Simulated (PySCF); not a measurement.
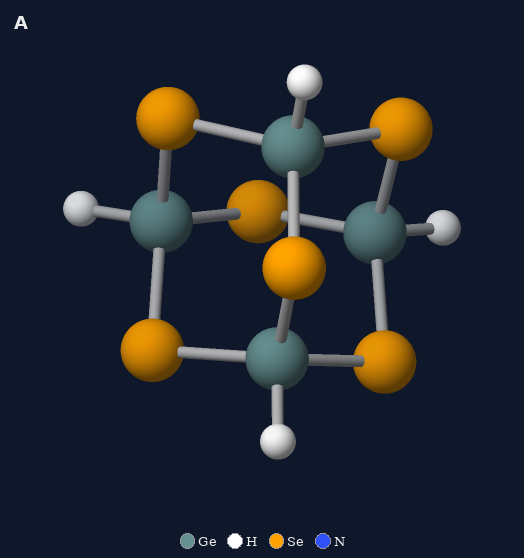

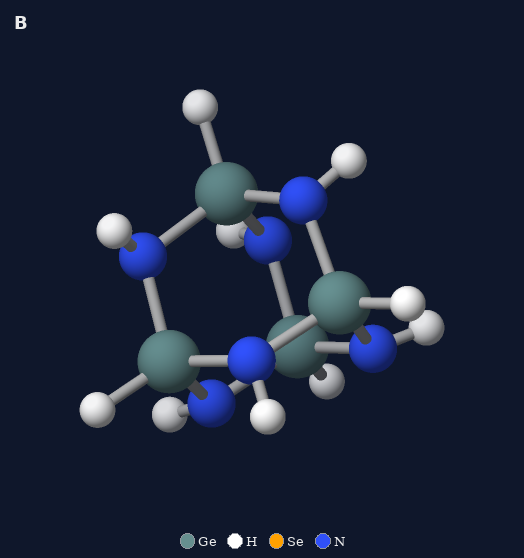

Two related species, optimised with PBE0-D3(BJ)/def2-SVP; properties computed with PySCF 2.14.0. Both: charge 0, singlet.

> What are A and B?

A is (HGe)4Se6 adamantane, B is (HGe)4NH6 adamantane.

Compare them. With B3LYP/def2-SVPD: dipole moment (D), HOMO–LUMO gap (eV), HOMO energy (Kohn–Sham orbital) (eV), lowest vertical singlet excitation (eV), mean static polarisability (bohr³).

```csv
quantity,A,B
dipole moment (D),0.05,1.11
HOMO–LUMO gap (eV),4.42,6.45
HOMO energy (Kohn–Sham orbital) (eV),−6.76,−6.57
lowest vertical singlet excitation (eV),3.48,5.60
mean static polarisability (bohr³),278.6,143.1
```

Each is one conformer, and no frequency run is at hand to confirm it as a minimum.
